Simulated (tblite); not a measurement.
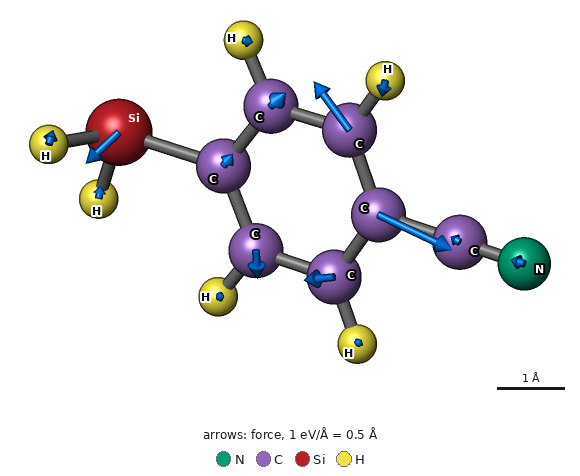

Starting geometry of C7H6NSi (multiplicity 2) with the computed forces as blue arrows. A ball-and-stick model, seen at a tilt.

Level of theory: tblite, GFN2-xTB geometry optimisation, gas phase. 

Question: What follows when this structure is relaxed?

Answer: It isn't relaxed: the largest force vector, on a C atom, is 2.71 eV/Å. The final displacements have little in common with the starting forces (cosine between the two patterns 0.16). Over 75 geometry steps the energy falls by 11.2 kcal/mol. The atom that moves furthest after the best rigid fit is an H atom (1.40 Å). Largest moves by element: H 1.40 Å, Si 0.31 Å, C 0.22 Å, N 0.21 Å. Some distances before and after: C–C 1.446 → 1.404 Å, H–Si 1.487 → 1.449 Å, C–C 1.368 → 1.404 Å, C–C 1.381 → 1.412 Å. Bond angles that change, for instance: H–Si–H 104.6° → 119.0°, C–Si–H 106.2° → 120.5°, C–Si–H 107.3° → 120.5°.
